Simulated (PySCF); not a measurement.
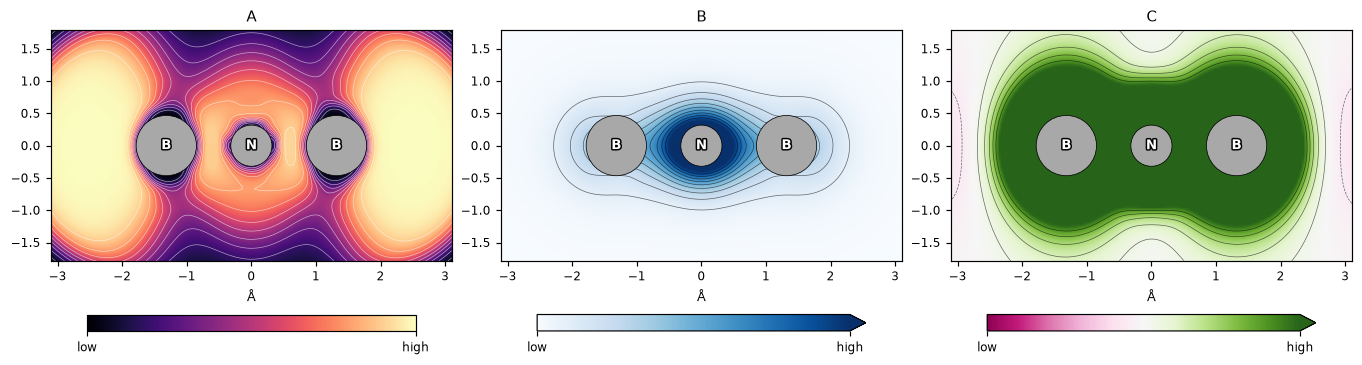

B$_{2}$N (diboron nitride radical (BNB)) (doublet): 3 fields on a plane that holds the molecular axis, with unlabelled colour scales. Grey discs cover the atomic cores.

Geometry: PBE0-D3(BJ)/def2-SVP.

Level of theory: PySCF, UKS B3LYP, IGLO-III on B N, non-relativistic, mean-field spin-orbit, GIAO.

Match the panels to the quantities (electron density, electron localisation function and electrostatic potential).

Panel A: electron localisation function. Panel B: electron density. Panel C: electrostatic potential (strongly positive close to the atoms and fading to about zero outside). From the grid: B–N (1.32 Å): ρ at the midpoint is about 2.2 e/Å³; the ELF peaks at about 0.90 between the atoms; a polar covalent bond.
